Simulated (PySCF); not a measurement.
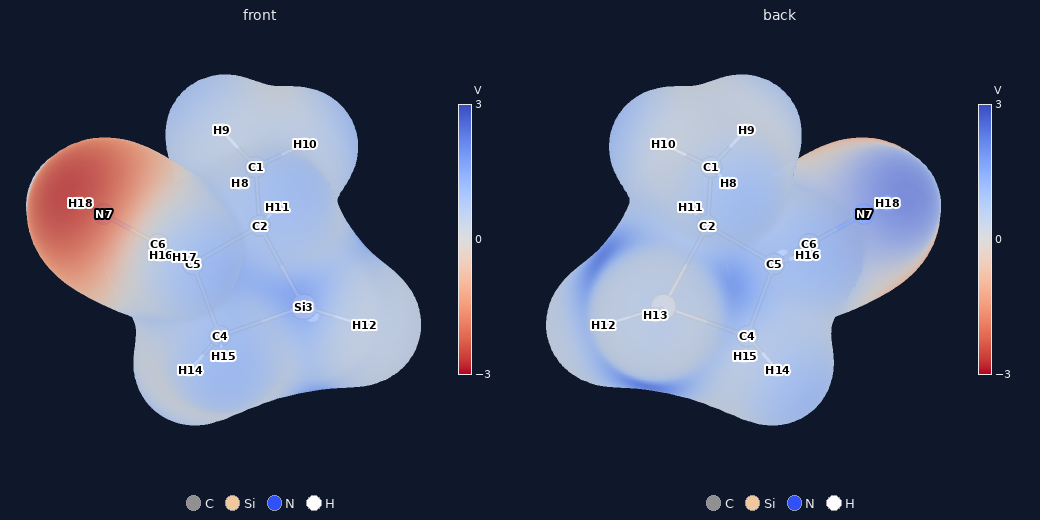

*C5H11NSi. The electrostatic potential painted on the density surface at 0.004 e/bohr³, seen from the front and from behind; red is negative and blue positive.*

Geometry: GFN2-xTB.

Method: PBE0/pcSseg-1, SCF density, gas phase, non-relativistic in PySCF 2.14.0.

```xyz
18

C    -0.8532    1.7721    0.1866
C    -0.6303    0.5132   -0.6330
Si   -1.7375   -1.0358   -0.3830
C     0.0411   -1.7310   -0.3194
C     0.6313   -0.3043   -0.2321
C     1.7820   -0.0500   -1.1426
N     2.8766    0.5096   -0.8882
H    -0.9429    1.5342    1.2449
H    -0.0229    2.4675    0.0623
H    -1.7666    2.2732   -0.1273
H    -0.5581    0.7956   -1.6874
H    -2.5952   -1.4413   -1.4942
H    -2.4527   -1.0620    0.8921
H     0.3315   -2.3722    0.5092
H     0.3509   -2.2285   -1.2375
H     0.9132   -0.0668    0.7980
H     1.6375   -0.3703   -2.1732
H     2.9865    0.8030    0.0835
```

Question: Where is the surface potential most negative and most positive?

Answer: The most negative region (about −2.4 V) lies over N7, the most positive (about +2.0 V) over Si3. N7 is the likeliest acceptor of a hydrogen bond.

Question: What dipole moment does the calculation give?

Answer: Its dipole moment is 2.50 D.
